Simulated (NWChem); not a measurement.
# AlOF2 (SMILES [O][Al]([F])[F]) at 3 levels

Wanted: a comparison of 3 runs (UM06-2X/pcseg-0, UM06-2X/pcseg-1, UM06-2X/pcseg-2) of AlOF2. 

Program for the calculation: NWChem 7.3.0.

## Step 1: The structure to begin with

AlOF2 has 4 atoms, charge 0, and is taken as a doublet. As SMILES, `[O][Al]([F])[F]`. The coordinates come from a PBE0-D4/def2-TZVP relaxation.

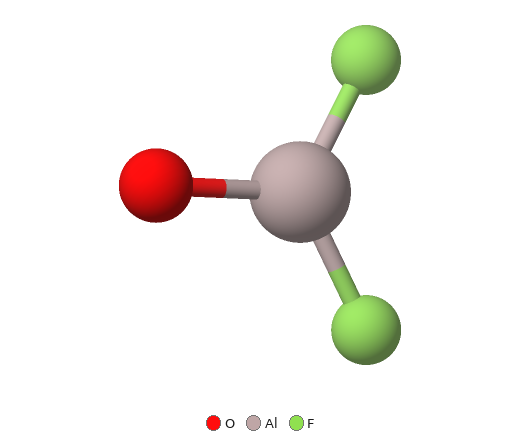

The structure, seen from a chosen angle (oxygen red, aluminium light grey, fluorine green).

## Step 2: The charge distribution at UM06-2X/pcseg-0 (run 1)

nw.nw

```
start nw
memory total 2200 mb
geometry noautosym nocenter noautoz
   O     0.682900   -0.910900    1.260000
   Al   -0.000600    0.004300   -0.032400
   F    -1.477200   -0.401600   -0.592500
   F     0.850400    1.247900   -0.655300
end
basis "ao basis" spherical bse
   * library pcseg-0
end
dft
   xc m06-2x
   mult 2
   grid fine
   convergence energy 1e-08
   maxiter 100
   mulliken
   noprint "final vectors analysis"
end
property
   dipole
   quadrupole
   mulliken
end
task dft property
```

On the command line:

```sh
$ nwchem nw.nw > nw.out
```

The program printed:

```text
[...]
          Wavefunction type:  spin polarized.
          No. of atoms     :     4
          No. of electrons :    39
[...]
          Charge           :     0
          Spin multiplicity:     2
[...]
          AO basis - number of functions:    40
[...]
              XC Information
              --------------
                       M06-2X Method XC Functional
                     Hartree-Fock (Exact) Exchange  0.540
                        M06-2X Exchange Functional  1.000
                      M06-2X Correlation Potential  1.000
[...]
 d= 0,ls=0.0,diis     1   -516.1716718415 -6.65D+02  1.44D-02  2.03D-01     0.7
[...]
 d= 0,ls=0.0,diis    10   -516.2614313954 -1.76D-09  2.37D-07  1.71D-10     4.9
[...]
         Total DFT energy =     -516.261431395433
      One electron energy =    -1015.083429734146
           Coulomb energy =      397.701637152468
    Exchange-Corr. energy =      -48.108428967463
 Nuclear repulsion energy =      149.228790153708
[...]
      Total Density - Mulliken Population Analysis
     ---------------------------------------------
    Atom       Charge   Shell Charges
 -----------   ------   -------------------------------------------------------
    1 O    8     8.53   1.99  1.00  0.99  1.92  2.64
    2 Al  13    11.34   2.00  2.00  0.54 -0.05  5.76  0.65  0.43
    3 F    9     9.56   1.99  0.99  1.00  2.41  3.18
    4 F    9     9.56   1.99  0.99  1.00  2.41  3.18
[...]
      <S2> =      0.7520 (Exact =     0.7500)
[...]
   Dipole moment        0.1595954984 Debye(s)
             DMX       -0.0633415351 DMXEFC        0.0000000000
             DMY        0.0847063428 DMYEFC        0.0000000000
             DMZ       -0.1195132150 DMZEFC        0.0000000000
   -EFC- dipole         0.0000000000 DEBYE(S)
   Total dipole         0.1595954984 DEBYE(S)
[...]
```

Wall time 6 s (1 thread of AMD EPYC 7R43 (Zen 3), shared host); peak memory 0.1 GiB.

Atomic charges (e):

| atom | Mulliken | Löwdin |
| --- | --- | --- |
| O1 | -0.534 | -0.380 |
| Al2 | +1.663 | +1.250 |
| F3 | -0.565 | -0.440 |
| F4 | -0.565 | -0.440 |

## Step 3: The charge distribution at UM06-2X/pcseg-1 (run 2)

alf2o.nw

```
start alf2o
memory total 2200 mb
geometry noautosym nocenter noautoz
  O        0.682900      -0.910900       1.260000
  Al      -0.000600       0.004300      -0.032400
  F       -1.477200      -0.401600      -0.592500
  F        0.850400       1.247900      -0.655300
end
basis spherical bse
  * library pcseg-1
end
dft
  xc m06-2x
  mult 2
  grid fine
  convergence energy 1e-08
  maxiter 100
  mulliken
  noprint "final vectors analysis"
end
property
  dipole
  quadrupole
  mulliken
end
task dft property
```

On the command line:

```sh
$ nwchem alf2o.nw > alf2o.out
```

The program printed:

```text
[...]
          Wavefunction type:  spin polarized.
          No. of atoms     :     4
          No. of electrons :    39
[...]
          Charge           :     0
          Spin multiplicity:     2
[...]
          AO basis - number of functions:    60
[...]
              XC Information
              --------------
                       M06-2X Method XC Functional
                     Hartree-Fock (Exact) Exchange  0.540
                        M06-2X Exchange Functional  1.000
                      M06-2X Correlation Potential  1.000
[...]
 d= 0,ls=0.0,diis     1   -517.1824035641 -6.66D+02  8.71D-03  2.08D-01     1.8
[...]
 d= 0,ls=0.0,diis    11   -517.2711102667 -2.04D-10  6.26D-08  2.92D-11    11.1
[...]
         Total DFT energy =     -517.271110266685
      One electron energy =    -1016.684615552430
           Coulomb energy =      398.357523542253
    Exchange-Corr. energy =      -48.172808410216
 Nuclear repulsion energy =      149.228790153708
[...]
      Total Density - Mulliken Population Analysis
     ---------------------------------------------
    Atom       Charge   Shell Charges
 -----------   ------   -------------------------------------------------------
    1 O    8     8.40   2.00  0.95  0.98  2.75  1.72  0.01
    2 Al  13    11.57   2.00  1.99  0.46 -0.03  5.99  0.77  0.06  0.32
    3 F    9     9.51   2.00  0.93  1.01  3.43  2.14  0.01
    4 F    9     9.51   2.00  0.93  1.01  3.43  2.14  0.01
[...]
      <S2> =      0.7527 (Exact =     0.7500)
[...]
   Dipole moment        0.1317983936 Debye(s)
             DMX       -0.0522965773 DMXEFC        0.0000000000
             DMY        0.0699721354 DMYEFC        0.0000000000
             DMZ       -0.0986903482 DMZEFC        0.0000000000
   -EFC- dipole         0.0000000000 DEBYE(S)
   Total dipole         0.1317983936 DEBYE(S)
[...]
```

It took 12 s on 1 thread of AMD EPYC 7R43 (Zen 3), shared host; peak memory 0.11 GiB.

Atomic charges (e):

| atom | Mulliken | Löwdin |
| --- | --- | --- |
| O1 | -0.405 | -0.270 |
| Al2 | +1.429 | +0.920 |
| F3 | -0.512 | -0.330 |
| F4 | -0.512 | -0.330 |

## Step 4: The charge distribution at UM06-2X/pcseg-2 (run 3)

alf2o.nw

```
start alf2o
title "AlF2O M06-2X"
memory stack 880 mb heap 220 mb global 1100 mb
charge 0
geometry units bohr noautosym nocenter noautoz
  O    1.29049397  -1.72135153   2.38105492
  Al  -0.00113384   0.00812582  -0.06122713
  F   -2.79150343  -0.75891401  -1.11966273
  F    1.60702310   2.35818923  -1.23833753
end
basis spherical bse
  * library pcseg-2
end
dft
  xc m06-2x
  mult 2
  grid fine
  convergence energy 1e-08
  maxiter 100
  mulliken
  noprint "final vectors analysis"
end
property
  dipole
  quadrupole
  mulliken
end
task dft property
```

On the command line:

```sh
$ nwchem alf2o.nw > alf2o.out
```

The program printed:

```text
[...]
          Wavefunction type:  spin polarized.
          No. of atoms     :     4
          No. of electrons :    39
[...]
          Charge           :     0
          Spin multiplicity:     2
[...]
          AO basis - number of functions:   124
[...]
              XC Information
              --------------
                       M06-2X Method XC Functional
                     Hartree-Fock (Exact) Exchange  0.540
                        M06-2X Exchange Functional  1.000
                      M06-2X Correlation Potential  1.000
[...]
 d= 0,ls=0.0,diis     1   -517.3782325574 -6.67D+02  3.46D-03  2.54D-01     5.2
[...]
 d= 0,ls=0.0,diis    11   -517.4786451213 -1.31D-09  5.58D-08  1.26D-10    52.8
[...]
         Total DFT energy =     -517.478645121286
      One electron energy =    -1017.452204891636
           Coulomb energy =      398.957741838842
    Exchange-Corr. energy =      -48.212961430983
 Nuclear repulsion energy =      149.228779362491
[...]
      Total Density - Mulliken Population Analysis
     ---------------------------------------------
    Atom       Charge   Shell Charges
 -----------   ------   -------------------------------------------------------
    1 O    8     8.43   2.00  0.65  0.91  0.37  1.89  1.90  0.71  0.00  0.01  0.00
    2 Al  13    11.59   2.00  0.50  1.49  0.50 -0.01  5.90  0.45  0.33  0.01  0.02  0.34  0.07
    3 F    9     9.49   2.00  0.64  0.91  0.39  2.36  2.29  0.89  0.00  0.01  0.00
    4 F    9     9.49   2.00  0.64  0.91  0.39  2.36  2.29  0.89  0.00  0.01  0.00
[...]
      <S2> =      0.7533 (Exact =     0.7500)
[...]
   Dipole moment        0.1540239946 Debye(s)
             DMX       -0.0610961092 DMXEFC        0.0000000000
             DMY        0.0817687856 DMYEFC        0.0000000000
             DMZ       -0.1153452299 DMZEFC        0.0000000000
   -EFC- dipole         0.0000000000 DEBYE(S)
   Total dipole         0.1540239946 DEBYE(S)
[...]
```

It took 54 s on 1 thread of AMD EPYC 7R43 (Zen 3), shared host; peak memory 0.11 GiB.

Atomic charges (e):

| atom | Mulliken | Löwdin |
| --- | --- | --- |
| O1 | -0.433 | -0.260 |
| Al2 | +1.407 | +0.800 |
| F3 | -0.487 | -0.270 |
| F4 | -0.487 | -0.270 |

## Step 5: The series

| run | level | energy (Eh) | dipole moment (D) | ⟨S²⟩ | wall time |
| --- | --- | --- | --- | --- | --- |
| 1 | UM06-2X/pcseg-0 | -516.261431 | 0.16 | 0.752 | 6 s |
| 2 | UM06-2X/pcseg-1 | -517.271110 | 0.13 | 0.753 | 12 s |
| 3 | UM06-2X/pcseg-2 | -517.478645 | 0.15 | 0.753 | 54 s |

## Step 6: Outcome

| quantity | value |
| --- | --- |
| run 3: total energy | -517.47865 Eh |
| run 3: dipole moment | 0.15 D |
| run 3: ⟨S²⟩ | 0.753 |

**Reading.** The dipole moment (its size) runs from 0.13 D (UM06-2X/pcseg-1) to 0.16 D (UM06-2X/pcseg-0). All runs together took 72 s, the longest 54 s.
